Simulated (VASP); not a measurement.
Band structure of KF (rock salt). Computed with modified Becke-Johnson potential (mBJ), VASP's PBE PAW potentials (set 64) (plane waves; VASP 6.6.1).

mBJ is a potential without an energy functional, so only the levels count.

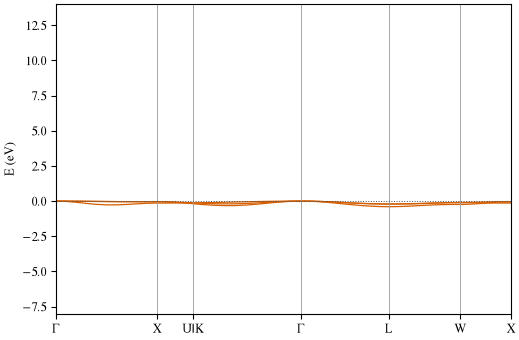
Figure: Bands along high-symmetry lines, zero at the valence-band maximum or, without a gap, the Fermi level

Task: Read the plot: is there a gap, and where are the band edges?

Result: The gap is direct, 10.04 eV, from the valence maximum at Γ to the conduction minimum at Γ.

Measured: gap 10.90 eV (computed value off by -0.86 eV), as given by David Koller et al., Journal of Physics Condensed Matter (2013), arXiv:1304.4470.

The compound is KF in the rock salt structure. It was relaxed first. The cell's shape comes from a PBE relaxation.
